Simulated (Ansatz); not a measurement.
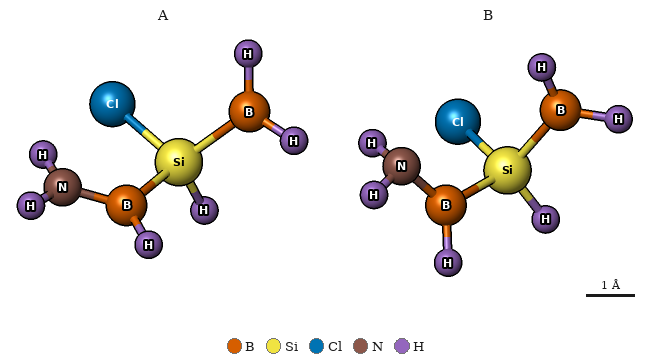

Two geometries of B₂SiNH₆Cl (coarse preliminary run), drawn at one scale. One is the start of a relaxation, the other its converged end. Style: ball-and-stick. Shown from a free direction.

Theory: RKS PBE-D4/def2-SVP (Ansatz 0.2.0). (force threshold 0.03 eV/Å; at most 200 steps)

**Which geometry has the lower energy?**

Structure A is the relaxed one. The start comes from a force field. An H atom moves most after the best rigid fit: 1.12 Å. By element the largest moves are H 1.12 Å, Cl 0.74 Å, N 0.69 Å, B 0.30 Å, Si 0.20 Å. Near-neighbour distances that change, for instance: H–Si 1.428 → 1.511 Å, B–Si 1.961 → 2.036 Å, B–Si 1.923 → 1.995 Å, B–H 1.145 → 1.216 Å. Bond angles that change, for instance: B–N–H 105.3° → 121.5°, B–N–H 108.8° → 124.2°, Si–B–H 113.5° → 123.3°. Groups turn about B–Si by about 60°, B–Si by about 50°. The energy falls by 1.242 eV in 14 accepted moves (19 points after the start). Largest force component: 1.9 eV/Å at the start, 0.021 eV/Å at the end. The line search rejected the trial steps at points 7, 11, 12, 14, 18 of the run. The forces were under the threshold at step 15, but the run went on from there.
